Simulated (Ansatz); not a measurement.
Partial pair distribution functions of a relaxed model of amorphous Zr20O41Mg, broadened by 0.06 Å; density 5.24 g/cm³. All values below come from PBE, scalar-relativistic without spin-orbit coupling (plane waves to 420 eV, PAW; Ansatz, an electronic-structure program).

The cell was made by melting and quenching with the CHGNet potential and then relaxed with DFT. O atoms were pushed apart under 1.9 Å during the dynamics, to hinder bonds among them. The hot cell started wider than the set density and was brought back towards it in steps. It is the lowest in DFT energy of 2 quenches. It is a model cell: composition and starting density were chosen by hand, and all elements were melted together. No dispersion term was used. Its density started from a set value of 5.24 and ended at 5.24 g/cm³. The quench (nominally 300 K/ps over its main leg) was far faster than any real one, so the model tends to hold more defects than a real film. Values belong to this one cell and scatter from quench to quench. The volume was held where the preparation left it and the shape relaxed, at a PBE pressure of -2.4 GPa (tension). Stress components on the final sampling reach 2.9 GPa. Cycles of charging lowered its energy after that relaxation.

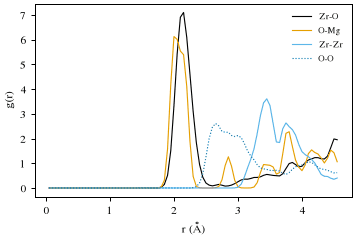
Fig. 1. Partial pair distribution functions

Highest peaks under 4.5 Å: Zr-O near 2.15 Å, O-Mg near 2.00 Å, Zr-Zr near 3.45 Å, O-O near 2.65 Å; pairs of few atoms are noisy.

Within 2.58 Å each Zr has 6.40 O neighbours on average.
